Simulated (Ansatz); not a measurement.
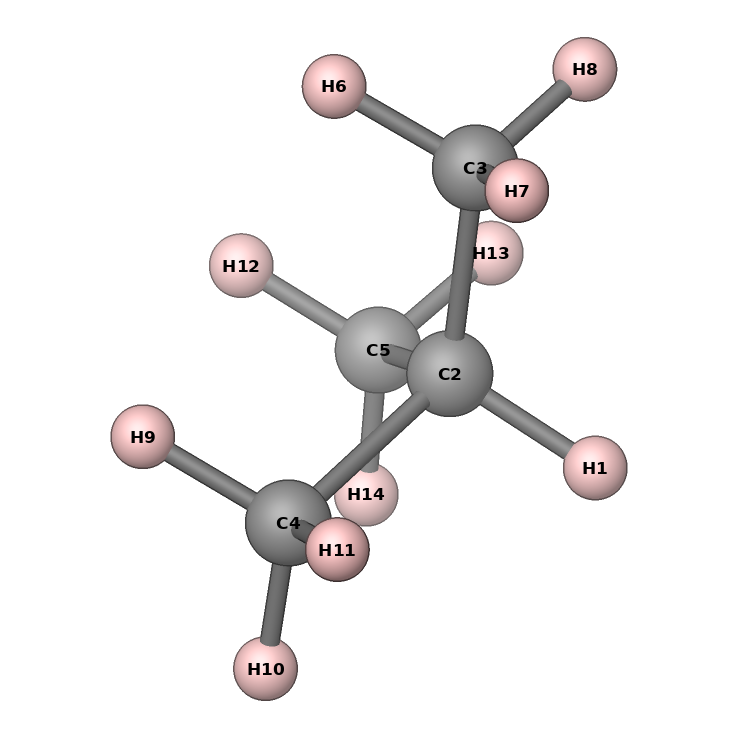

(Drawn from a calculation with Ansatz.)

C5 lies behind C2. The molecule seen a little off the C2–C5 bond, C2 in front. Distant atoms are faded towards the background colour. Geometry: a fixed input geometry, not necessarily a minimum.

Q: What is the torsion angle C3–C2–C5–H12? The sign is positive where the front bond must turn clockwise to cover the back bond.

A: −57°, synclinal (gauche). The bonds about C2–C5 are staggered.
